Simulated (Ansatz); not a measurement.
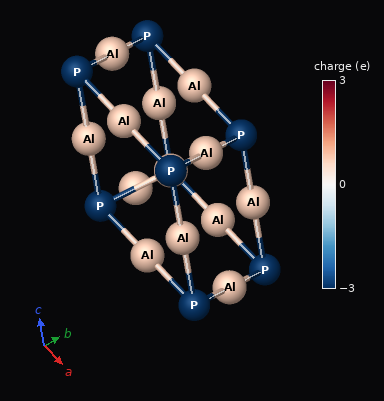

The crystal in a ball-and-stick representation, seen slightly off an axis. The simulation cell is outlined; an atom on or near a face, edge or corner is repeated at each equivalent position. The atoms of this Al₄P cell are coloured by their Bader charge.

The numbers come from Ansatz, DFT PBE, scalar-relativistic, plane waves, PAW, using a 420 eV plane-wave basis, k-points on a 10×10×10 grid, Gaussian smearing of 0.1 eV, no spin polarisation.

Question: Interpret the colouring.

Answer: Most positive: Al; most negative: P. Charges: about Al +0.7 e; P -2.9 e.

Origin of the cell: a structure type filled with these elements by a generator (whether the compound takes this form wasn't checked). Earlier steps of the study may have refined or changed the cell and positions. A calculation with Ansatz used it as input.
